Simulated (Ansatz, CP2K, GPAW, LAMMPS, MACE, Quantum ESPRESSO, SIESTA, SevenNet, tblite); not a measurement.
# Amorphous Ge (61 atoms) in GPAW, part 2 of 2

Aim: run amorphous Ge (61 atoms) in GPAW and see how near its forces come to a plane-wave reference, and at what cost.

Program: GPAW 26.7.0; the method stands at each step. Banners, paths, timers and routine set-up lines are dropped from the logs unmarked, and long logs keep their key lines alone; longer cuts are marked.

So far. Step 3 (PBE, LCAO dzp, h 0.2 Å, other mixer settings): Against the first run (21 %), the force difference from the reference is 21 %, at 1.3 times the CPU time: another solver or mixer reaches the same state. Step 4 (RPBE, LCAO dzp, h 0.2 Å): Against the first run (21 %), the force difference from the reference is 28 %, at 1.0 times the CPU time; the model has changed, so this is no error of the program alone.

**5. PBE, LCAO sz(dzp), h 0.2 Å**

Method: Kohn-Sham DFT, PBE, PAW, atomic orbitals (sz(dzp)).

run.py reads:

```python
import numpy as np
from ase.io import read
from gpaw import GPAW, FermiDirac

atoms = read("structure.xyz")
atoms.calc = GPAW(
    mode="lcao",
    basis="sz(dzp)",
    h=0.2,
    xc="PBE",
    kpts={"size": (1, 1, 1), "gamma": True},
    occupations=FermiDirac(0.05),
    maxiter=200,
    symmetry={"point_group": False},
    txt="gpaw.txt",
)
energy = atoms.get_potential_energy(force_consistent=True)
forces = atoms.get_forces()
print(f"energy {energy:.6f} eV")
print("forces (eV/A)")
for i, (a, f) in enumerate(zip(atoms, forces)):
    print(f"{i:4d} {a.symbol:2s} {f[0]:10.5f} {f[1]:10.5f} {f[2]:10.5f}")
print(f"Fermi level {atoms.calc.get_fermi_level():.4f} eV")
for k in range(len(atoms.calc.get_ibz_k_points())):
    for s in range(atoms.calc.get_number_of_spins()):
        e = atoms.calc.get_eigenvalues(kpt=k, spin=s)
        n = np.searchsorted(e, atoms.calc.get_fermi_level())
        print(f"k {k} spin {s} levels about the Fermi level:", np.round(e[max(n - 6, 0):n], 4).tolist(), "|", np.round(e[n:n + 6], 4).tolist())
```

structure.xyz reads:

```xyz
61
Lattice="11.09880 0.00000 0.00000 0.00000 11.09880 0.00000 0.00000 0.00000 11.09880" Properties=species:S:1:pos:R:3 pbc="T T T"
[... 61 atom lines left out: the same atoms as in the first run ...]
```

Launch:

```sh
> OMP_NUM_THREADS=1 python run.py > output.txt
```

Log:

```text
energy -233.780540 eV
forces (eV/A)
   0 Ge    0.34829    0.46026   -0.02416
   1 Ge    0.14331   -0.64493    0.51321
   2 Ge   -0.37294   -0.29369   -0.82467
   3 Ge    0.70184    0.34644   -0.39864
   4 Ge   -0.01093   -0.74115   -0.00748
   5 Ge    0.39753   -0.06148   -0.31333
[...]
58 Ge   -0.23352   -0.12538   -0.20948
  59 Ge   -0.26950    0.31829    0.03495
  60 Ge    0.14556   -0.00255    0.22233
Fermi level 5.7026 eV
k 0 spin 0 levels about the Fermi level: [5.1409, 5.195, 5.2529, 5.4556, 5.6171, 5.6658] | [5.7095, 5.9006, 6.1239, 6.1737, 6.3266, 6.5222]
```

gpaw.txt:

```text
Input parameters:
  mode=LCAO(),
  basis={'default': 'sz(dzp)'},
  h=0.2,
  kpts=MonkhorstPack(size=(1, 1, 1), gamma=True),
  maxiter=200,
  occupations=Occupations(name='fermi-dirac', width=0.05, fixmagmom=False),
[... lines left out ...]
  Fermi-Dirac:
[... lines left out ...]
convergence criteria:
- Maximum [total energy] change in last 3 cyles: 0.0005 eV / valence electron
[... lines left out ...]
Converged in 14 steps
[... lines left out ...]
  Free energy:    -233.780540
[... lines left out ...]
Fermi level: 5.703
[... lines left out ...]
|        ... |               |           |
|        150 |         8.888 |     0.000 |
Gap: 0.044 eV
Transition (v -> c):
  (s=0, k=0, n=121, [0.00, 0.00, 0.00]) -> (s=0, k=0, n=122, [0.00, 0.00, 0.00])
No difference between direct/indirect transitions
Force computation time: 4.043  # s
timing:  # [seconds]
  Total:  46.744  # ━━━━━━━━━━━━━━━━━━━━━━━━━━━━━━━━━━━━━━━━━━━━━━━━━━━━━━━━━
  Init:    5.507  # ━━━━━━╸
  SCF:    37.173  # ━━━━━━━━━━━━━━━━━━━━━━━━━━━━━━━━━━━━━━━━━━━━━╸
  Forces:  4.043  # ━━━━━
```

The job ended after 48 s (1 thread of Arm Neoverse V2, shared host; peak memory 1 GiB).

Numbers from this run, and their distance from the reference:

```
r.m.s. force component                  : 0.3414 eV/Å
r.m.s. difference of force components   : 157.2 meV/Å
longest difference of force vectors     : 508.5 meV/Å
force difference over r.m.s. force      : 69.82 %
slope of forces against the reference's : 1.406
correlation of force components         : 0.9272
```

This is a coarse setting, run to see what it loses.

Against the first run (21 %), the force difference from the reference is 70 %, at 0.30 times the CPU time, with 244 basis functions against 793: the smaller basis costs accuracy.

**6. All runs compared**

Differences are against the plane-wave reference, forces as r.m.s. over components; share is that over the reference's r.m.s. force, slope the least-squares factor from reference forces to these. Total energies of different programs have different zeros and aren't compared.

| run | Δ force, r.m.s. (meV/Å) | share (%) | slope | cores | CPU time | memory (GiB) |
| --- | --- | --- | --- | --- | --- | --- |
| reference | - | - | - | 4 | 92 s | 2.0 |
| GPAW PBE, LCAO dzp, h 0.2 Å | 46.9 | 20.8 | 1.119 | 1 | 2.6 min | 1.4 |
| GPAW PBE, LCAO dzp, h 0.2 Å, other mixer settings | 47.2 | 21.0 | 1.119 | 1 | 3.4 min | 1.3 |
| GPAW RPBE, LCAO dzp, h 0.2 Å | 62.1 | 27.6 | 1.155 | 1 | 2.6 min | 1.4 |
| GPAW PBE, LCAO sz(dzp), h 0.2 Å (coarse) | 157 | 69.8 | 1.406 | 1 | 48 s | 1.0 |

Rows marked coarse were listed beforehand as settings not expected to be converged; some can still land near the reference.

CPU time is summed over cores on a shared host, where runs went side by side, so it is rough. Symmetry, cutoffs, thresholds, outputs and thread counts weren't matched or tuned between programs; memory under MPI is the largest rank's times the ranks.

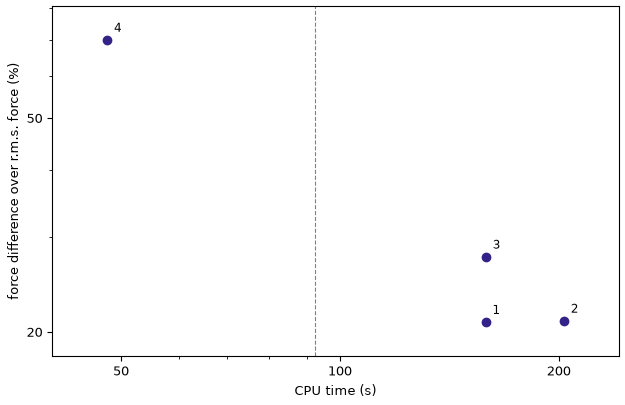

Force difference against CPU time; the dashed line marks the reference's time. Points: 1 GPAW PBE, LCAO dzp, h 0.2 Å; 2 GPAW PBE, LCAO dzp, h 0.2 Å, other mixer settings; 3 GPAW RPBE, LCAO dzp, h 0.2 Å; 4 GPAW PBE, LCAO sz(dzp), h 0.2 Å.

Within one program, basis, potentials and functional, energies share a zero. Each run against its twin at the usual cutoff or grid and solver:

| run | twin | Δ energy (meV/atom) | Δ force, r.m.s. (meV/Å) | CPU time over the twin's |
| --- | --- | --- | --- | --- |
| GPAW PBE, LCAO dzp, h 0.2 Å, other mixer settings | LCAO dzp, h 0.2 Å | 0 | 1.78 | 1.3 |

**7. Summary of results**

| Item | Value |
| --- | --- |
| nearest in forces | a tie at 21 % of 2 runs: GPAW PBE, LCAO dzp, h 0.2 Å; GPAW PBE, LCAO dzp, h 0.2 Å, other mixer settings |

What this shows: The PBE runs in local orbitals, coarse settings apart, differ by 21 % in each run; basis, grid and potentials can all enter. Rows with another functional or a dispersion term differ by 28 % (GPAW RPBE, LCAO dzp, h 0.2 Å), which mixes the change of model with differences of basis and potentials. Runs with settings chosen to be coarse differ by 70 % (GPAW PBE, LCAO sz(dzp), h 0.2 Å), their programs' other errors included. None of the electronic-structure runs in the table takes under half the reference's CPU time of 92 s; they take 0.52 to 2.2 times as much. GPAW PBE, LCAO dzp, h 0.2 Å stiffens the forces by a factor of 1.12 while following their directions (correlation 0.988); the slopes of the 4 GPAW runs lie between 1.12 and 1.41. The potentials hold different valence shells: 854 electrons in the reference, 244 in GPAW; this bears on time and differences. GPAW's setups keep the filled d shell of Ge in the core. The quench rate of 5 K/ps is many orders above laboratory rates, so the cell is likely richer in defects and strain than a real sample. The network of bonds at the start is that of the classical potential that made the cell, and needn't be the one that DFT or experiment would give. The reference's pressure of 5.5 GPa belongs to a cell and atoms that aren't relaxed at this level. The electronic-structure runs sample only Γ, in a cell whose shortest periodic width is 11 Å, which is coarse for a cell with partly filled levels.

[Also dropped from logs without a mark: logging warnings of Python, and SIESTA's first energy breakdown and zero terms.]

[Logs are printed without paths, hosts, clocks, repeated set-up lines and the standing remarks that a program may print on its own settings, such as how far it seeks lower states.]

[Hosts, paths, dates, database ids (printed as entryN), source tags and the programs' standing remarks are cut or masked in the printed files.]
